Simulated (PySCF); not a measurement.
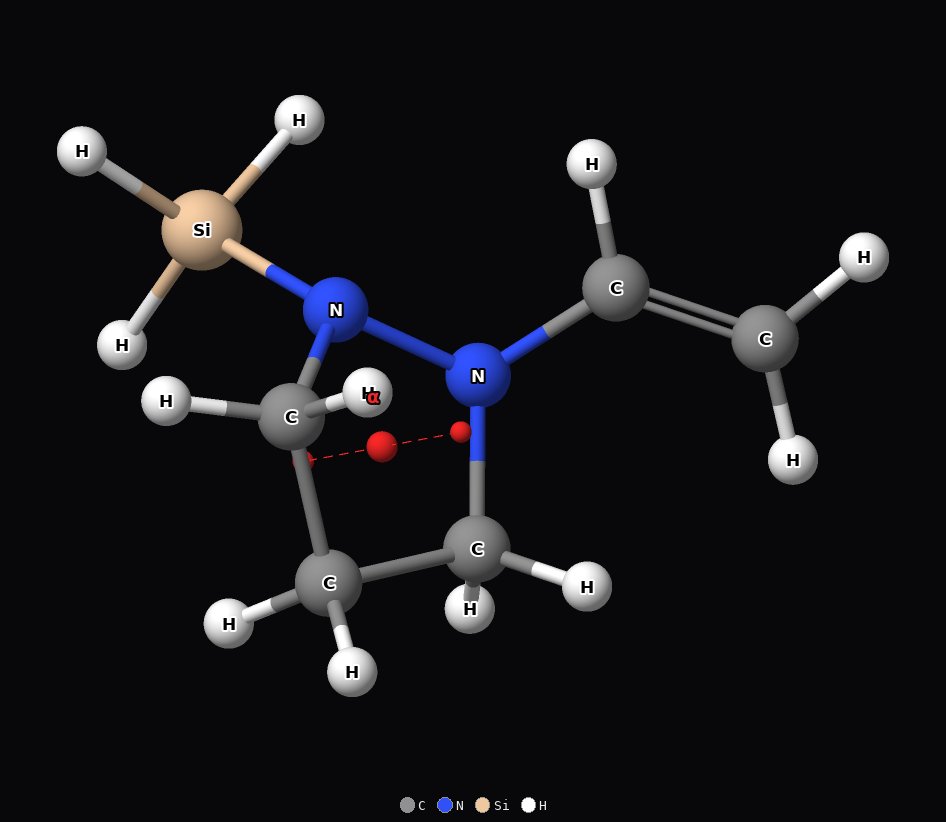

The small points mark where nucleus-independent chemical shifts (NICS) were computed: at the centre of each lettered ring and 1 Å above and below it. The geometry was computed by an optimisation with GFN2-xTB. No frequency run is at hand to confirm it as a minimum. Properties computed with GIAO PBE0/pcSseg-1 NMR shielding, non-relativistic, gas phase (PySCF 2.14.0).

Give NICS(0), NICS(1) and the out-of-plane component NICS(1)zz for each ring (means of the two sides).

| ring | members | NICS(0) | NICS(1) | NICS(1)zz |
| --- | --- | --- | --- | --- |
| α | C3N2 | −8.4 | −4.1 | −6.4 |

Values in ppm.

### What do the values say about the ring currents?

Ring α: weak, as in a non-aromatic ring. NICS is one index among several.

The geometry is semi-empirical. Around Si such bond lengths and angles can be off by a tenth of an ångström or more and by several degrees, and values that hang on the shape move with them.
